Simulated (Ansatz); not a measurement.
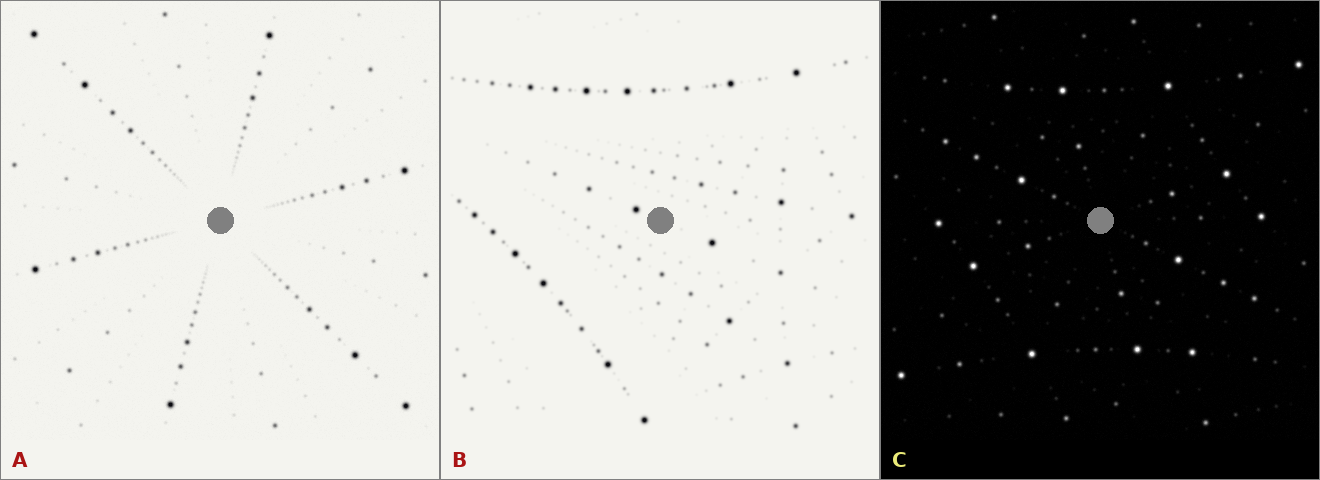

Simulated back-reflection Laue patterns (white X-rays, 0.45 to 2.2 Å, flat plate covering ±45° about the beam, kinematic intensities, seen from the source). Crystal: Re, space group P6_3/mmc (No. 194), a = 2.758 Å, c = 4.463 Å (hexagonal axes). Structure: the geometry relaxed at fixed volume with DFT r2SCAN, scalar-relativistic, plane waves, PAW in Ansatz.

The directions [001], [100], [101] point towards the source, in some order. Which is which?

A: [001], symmetry 6mm (a sixfold axis with mirror lines). B: [101], symmetry m (one mirror line). C: [100], symmetry 2mm (a twofold axis with two mirror lines). The Laue class is 6/mmm.
